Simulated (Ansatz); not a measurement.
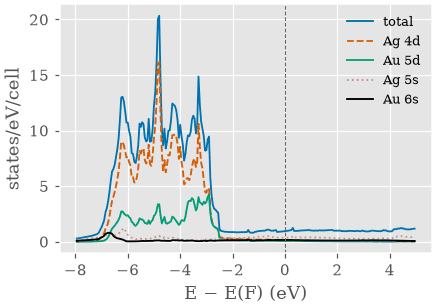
Total and projected density of states of Ag3Au (Cu3Au type, Pm-3m), r²SCAN (plane waves, PAW; program Ansatz)

Q: Which orbitals carry the states next to the Fermi level?

A: Within 0.5 eV of the Fermi level: Ag 5s 39 %, Au 6s 15 %, Ag 4d 12 %, Au 5d 6 %, outside the projected shells 28 %. Projections are on Löwdin-orthogonalised atomic valence shells; empty p or d shells of many metals are not among them.

Q: Where is the tallest occupied peak in this window, and what makes it?

A: Near -4.8 eV, about 20 states/eV per cell; the largest projected share is Ag 4d.

The first step of the workflow began from a Materials Project structure, measured or hypothetical; the Crystallography Open Database copy checked does not list it. With Ag and Au taken as one species the cell has the higher symmetry Fm-3m, so it may be an ordered model of a mixed-site phase. Whether it is the stable phase at ambient conditions was not checked. The r²SCAN relaxation kept the symmetry of its start; its stability against distortions is not shown here. The run is not spin-polarised. Spin–orbit coupling is left out wherever it is not named.

Potentials: the later of the program's two PAW sets.
